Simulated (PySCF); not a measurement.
```xyz
17
charge 0, multiplicity 1
C    -0.8478    1.7439   -0.1007
Si   -0.7611   -0.1052   -0.5225
C    -1.4606   -1.1410    0.9395
F    -2.8430   -1.0920    0.9127
C     1.0413   -0.6461   -0.8994
C     2.0849    0.0019   -0.0143
Cl    1.7249   -0.2983    1.7077
H    -0.4771    2.3560   -0.9179
H    -0.2656    1.9797    0.7862
H    -1.8732    2.0436    0.0939
H    -1.5695   -0.4294   -1.7071
H    -1.1946   -2.1991    0.8760
H    -1.1622   -0.7694    1.9219
H     1.2859   -0.3879   -1.9302
H     1.1283   -1.7300   -0.8195
H     3.0841   -0.3980   -0.1929
H     2.0983    1.0834   -0.1434
```

Work out the structure from the coordinates.

Formula C₄H₁₀ClFSi. Its SMILES string is `C[Si@H](CF)CCCl`. It has no ring. Among its groups: C–F bond, C–Cl bond, Si–H bond. The point group is C1. Coordination: 4 C tetrahedral; 1 Si tetrahedral.

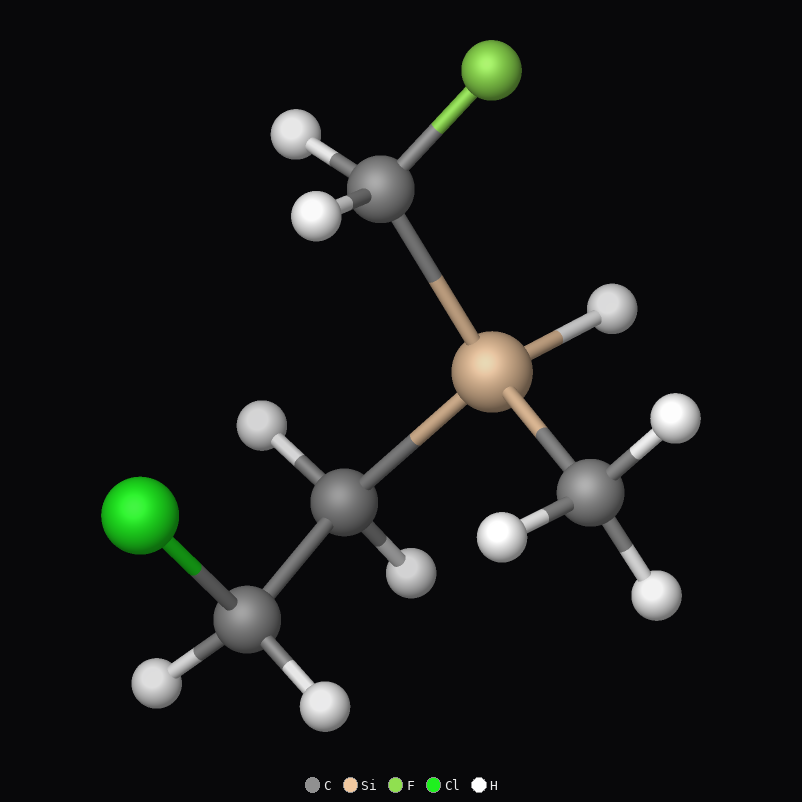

The picture comes from a calculation with PySCF.
